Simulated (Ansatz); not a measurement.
## AlH₄O₂F: geometry relaxation (part 2 of 2)

AlH₄O₂F; RKS PBE0-D4/def2-SVP (Ansatz 0.2.0). The input holds or restrains some coordinates. It belongs to a series of runs on one base structure; here: pulled along the bonds that form and break, towards end A.

Geometry of the input (Å):
```
Al 0.0000  0.0000  0.0000
F  0.0000  0.0000  2.0400
O  1.5415  0.0000  -0.8900
H  1.8414  -0.9519  -1.0449
H  -1.3510  0.0000  -0.7800
O  0.0932  1.9717  0.6559
H  0.4919  2.0000  1.5834
H  0.0564  1.1931  1.7520
```

**Trajectory as extended XYZ (Å, eV, eV/Å), 13 of the 16 frames kept, from step=1 to step=16**
```
8
Properties=species:S:1:pos:R:3:forces:R:3 step=1 energy=-13456.02705
Al    0.0000    0.0000    0.0000    1.4615   3.3891   0.6628
F     0.0000    0.0000    2.0400    0.1249   0.3514  -1.5660
O     1.5415    0.0000   -0.8900   -0.6532  -2.9595   0.9232
H     1.8414   -0.9519   -1.0449   -0.3049   2.0005   0.0544
H    -1.3510    0.0000   -0.7800   -0.2941  -0.6566   0.2489
O     0.0932    1.9717    0.6559   -0.0462  -2.3254   2.2639
H     0.4919    2.0000    1.5834    1.9102   3.6591  -1.6650
H     0.0564    1.1931    1.7520   -2.1983  -3.4585  -0.9222
8
Properties=species:S:1:pos:R:3:forces:R:3 step=2 energy=-13455.95615
Al    0.0025   -0.1648    0.0313    0.9011   2.8121   1.2361
F    -0.0085   -0.1718    1.9488    0.1533   0.0621  -2.4842
O     1.5245   -0.0331   -0.8682   -0.9481  -1.8805   1.0079
H     1.8486   -0.9423   -1.0514    0.1217   0.9173  -0.0884
H    -1.3526   -0.0175   -0.7717   -0.0188  -0.5874   0.3619
O     0.0793    2.1304    0.7658   -0.9321  -3.7153   1.9459
H     0.5518    2.0822    1.6048    3.7865   4.1315   0.6017
H     0.0278    1.3299    1.6571   -3.0636  -1.7397  -2.5809
8
Properties=species:S:1:pos:R:3:forces:R:3 step=3 energy=-13456.59053
Al    0.0071   -0.3131    0.0586    0.4372   2.4414   0.6670
F    -0.0008   -0.3417    1.8548    0.1083  -0.1054  -2.1200
O     1.5050   -0.0575   -0.8495   -1.1103  -1.3513   1.0587
H     1.8552   -0.9366   -1.0545    0.4489   0.2978  -0.2390
H    -1.3487   -0.0263   -0.7632    0.2377  -0.6503   0.4983
O     0.0600    2.2331    0.8557   -0.4317  -2.7846   1.9938
H     0.6323    2.1570    1.6272    4.2891   3.9211   0.2036
H    -0.0368    1.4979    1.5874   -3.9790  -1.7687  -2.0624
8
Properties=species:S:1:pos:R:3:forces:R:3 step=5 energy=-13458.51913
Al    0.0101   -0.3201   -0.0154    0.3596   1.0998  -0.4053
F     0.0242   -0.4899    1.6481   -0.0522   0.0245   0.1383
O     1.5203   -0.1726   -0.8343   -0.5848  -0.5225   0.3409
H     1.9116   -1.0178   -1.0710    0.3710   0.0960  -0.1469
H    -1.3703   -0.1785   -0.7387   -0.0857  -0.1823   0.0282
O     0.0048    2.4360    1.1262    2.2550  -2.4023   1.9528
H     0.9193    2.2992    1.5734   -1.6682   1.0556  -1.4691
H    -0.3466    1.6566    1.6280   -0.5947   0.8313  -0.4389
8
Properties=species:S:1:pos:R:3:forces:R:3 step=6 energy=-13458.71143
Al    0.0055   -0.3239   -0.0682    0.0217   1.1830   0.0903
F    -0.0125   -0.3561    1.6126    0.0129  -0.2154  -0.0063
O     1.5181   -0.1996   -0.8668   -0.3329  -0.5955   0.1995
H     1.9728   -1.0204   -1.0821    0.2001   0.2311  -0.0832
H    -1.3996   -0.2821   -0.7773    0.0887  -0.1772   0.0024
O     0.0354    2.3899    1.1611    1.1686  -1.7888   1.5997
H     0.9505    2.2479    1.5438   -1.1109   0.6173  -0.9872
H    -0.3968    1.7572    1.7933   -0.0482   0.7455  -0.8153
8
Properties=species:S:1:pos:R:3:forces:R:3 step=7 energy=-13458.70134 accepted=F
Al    0.0137   -0.1962   -0.0655   -0.2353   0.2453   0.4863
F    -0.0491   -0.3510    1.6311    0.0833   0.1662  -0.5770
O     1.5488   -0.2031   -0.8237   -0.2099  -0.4318   0.1311
H     1.9677   -1.0344   -1.0881   -0.0401   0.4618   0.0700
H    -1.3887   -0.3222   -0.8017    0.2808   0.1055   0.0764
O    -0.0001    2.4372    1.2438    1.2841  -2.9282   1.1379
H     0.9635    2.1643    1.3724   -1.5453   0.9470  -0.3346
H    -0.3824    1.7182    1.8481    0.3824   1.4340  -0.9900
8
Properties=species:S:1:pos:R:3:forces:R:3 step=9 energy=-13458.88612
Al   -0.0539   -0.2823   -0.0876   -0.0011   0.6188   0.3241
F    -0.1064   -0.3950    1.5941   -0.0176  -0.0645  -0.1181
O     1.4695   -0.2324   -0.8365   -0.0317  -0.3103   0.0117
H     2.0469   -0.9749   -1.0324   -0.0142   0.2335   0.0364
H    -1.4245   -0.3444   -0.8529    0.0513   0.0130   0.0143
O     0.0358    2.3685    1.2300   -0.0610  -1.1823   0.4182
H     0.9873    2.3710    1.4160   -0.1640   0.1127  -0.1286
H    -0.2813    1.7024    1.8858    0.2383   0.5790  -0.5580
8
Properties=species:S:1:pos:R:3:forces:R:3 step=10 energy=-13458.92709
Al   -0.1046   -0.2848   -0.1005    0.0524   0.4936   0.4385
F    -0.1555   -0.4475    1.5781   -0.0142  -0.0166  -0.1150
O     1.4085   -0.2659   -0.8486    0.4463  -0.5110  -0.1534
H     2.1299   -0.9057   -0.9288   -0.4505   0.5075   0.1328
H    -1.4575   -0.3187   -0.8833   -0.0288   0.0498  -0.0213
O     0.0258    2.3408    1.2566    0.0062  -1.1038   0.2779
H     0.9865    2.4545    1.3164   -0.2345  -0.0205   0.0000
H    -0.1597    1.6403    1.9266    0.2232   0.6011  -0.5595
8
Properties=species:S:1:pos:R:3:forces:R:3 step=11 energy=-13458.97394
Al   -0.1387   -0.3070   -0.1150    0.0425   0.5714   0.3616
F    -0.1625   -0.4911    1.5616    0.0301  -0.0293  -0.1022
O     1.3499   -0.3065   -0.9155    0.3357  -0.3763  -0.0128
H     2.1694   -0.7940   -0.7689   -0.3808   0.3286   0.0192
H    -1.4969   -0.2812   -0.8907    0.0049   0.0215  -0.0066
O     0.0325    2.3112    1.2514    0.1771  -1.1342   0.3539
H     0.9860    2.4868    1.2701   -0.2547  -0.0018  -0.0422
H    -0.0664    1.5947    1.9235    0.0452   0.6201  -0.5709
8
Properties=species:S:1:pos:R:3:forces:R:3 step=12 energy=-13459.01285
Al   -0.1523   -0.3223   -0.1283    0.1853   0.5245   0.3508
F    -0.1183   -0.5101    1.5479   -0.0191  -0.0055  -0.0901
O     1.3100   -0.4532   -0.9699   -0.0701  -0.0217  -0.0309
H     2.1918   -0.6777   -0.6734   -0.0497   0.0233   0.0457
H    -1.5094   -0.1963   -0.8881   -0.0325  -0.0251  -0.0188
O     0.0258    2.2886    1.2530   -0.0687  -1.0632   0.2268
H     0.9644    2.5090    1.2469    0.0020   0.0206   0.0250
H    -0.0387    1.5749    1.9284    0.0527   0.5472  -0.5086
8
Properties=species:S:1:pos:R:3:forces:R:3 step=13 energy=-13458.73183 accepted=F
Al   -0.1782   -0.3664   -0.1541    0.2188   0.5375   0.3656
F    -0.0917   -0.5184    1.5265   -0.0640  -0.0103  -0.1478
O     1.2549   -0.6263   -1.0392    3.5857   0.5672   1.8402
H     2.2047   -0.5150   -0.5648   -3.6606  -0.5437  -1.8130
H    -1.5363   -0.1544   -0.8981   -0.0473  -0.0918   0.0276
O     0.0567    2.2461    1.2215    0.3160  -0.7829   0.2892
H     0.9650    2.5839    1.2973   -0.4014  -0.1651  -0.0170
H    -0.0017    1.5634    1.9273    0.0528   0.4890  -0.5449
8
Properties=species:S:1:pos:R:3:forces:R:3 step=15 energy=-13459.01124 accepted=F
Al   -0.1469   -0.3237   -0.1677   -0.1260   0.5062   0.5461
F    -0.1070   -0.4963    1.5116    0.0333  -0.0316  -0.1003
O     1.3090   -0.4776   -1.0130    0.1114  -0.0230  -0.0116
H     2.1587   -0.6541   -0.6046   -0.0091   0.0119  -0.0586
H    -1.5360   -0.2341   -0.8772    0.0198   0.0014  -0.0812
O     0.0474    2.2746    1.2431   -0.0728  -0.9825   0.2589
H     0.9708    2.5475    1.2907    0.0003   0.0114   0.0015
H    -0.0226    1.5765    1.9336    0.0431   0.5061  -0.5547
8
Properties=species:S:1:pos:R:3:forces:R:3 step=16 energy=-13459.01544
Al   -0.1417   -0.3222   -0.1446    0.0674   0.4620   0.3157
F    -0.0888   -0.5012    1.5320   -0.0105   0.0122  -0.0791
O     1.3016   -0.5057   -1.0125   -0.0440   0.0167   0.0275
H     2.1718   -0.6848   -0.6550    0.0068   0.0028   0.0008
H    -1.5135   -0.2085   -0.8858    0.0019  -0.0003   0.0003
O     0.0360    2.2889    1.2425   -0.1151  -1.0482   0.2642
H     0.9564    2.5644    1.3167    0.0250   0.0125  -0.0004
H    -0.0484    1.5820    1.9230    0.0685   0.5423  -0.5290
```

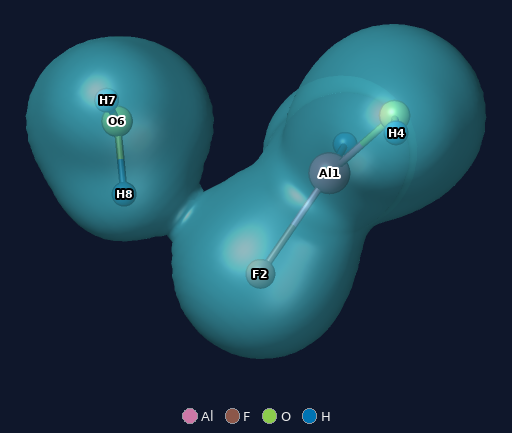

**Figure 1.** Isosurface of the electron density at 0.1 e/Å³ (cyan), seen from the side. At this value the surface is in one piece. It is pinched off along the Al···O (2.96 Å) contacts. On the grid the lowest density along these lines, outside the cores, is 0.06 e/Å³ (Al···O, 2.96 Å), 0.64 e/Å³ (Al–F, 1.69 Å), 0.71 e/Å³ (Al–O, 1.69 Å) and 2.4 e/Å³ (O–H, 0.96 Å).

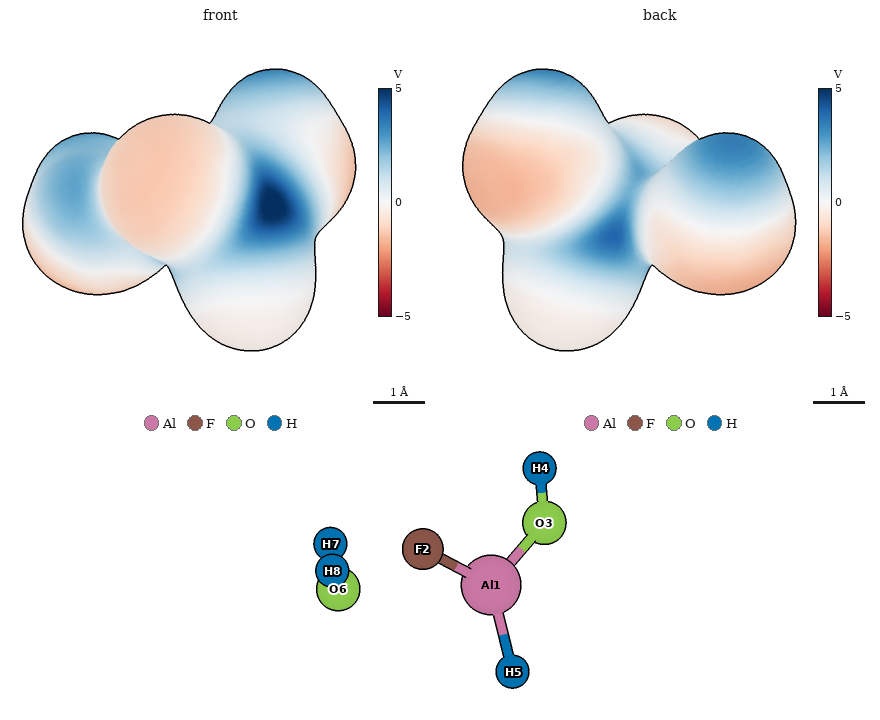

**Figure 2.** The molecular electrostatic potential painted on the density surface at 0.004 e/bohr³, seen at a tilt and from behind; the colour scale runs from red (negative) to blue (positive). The bare structure is drawn below in the same view. A positive charge is drawn to the negative regions and a negative charge to the positive ones.
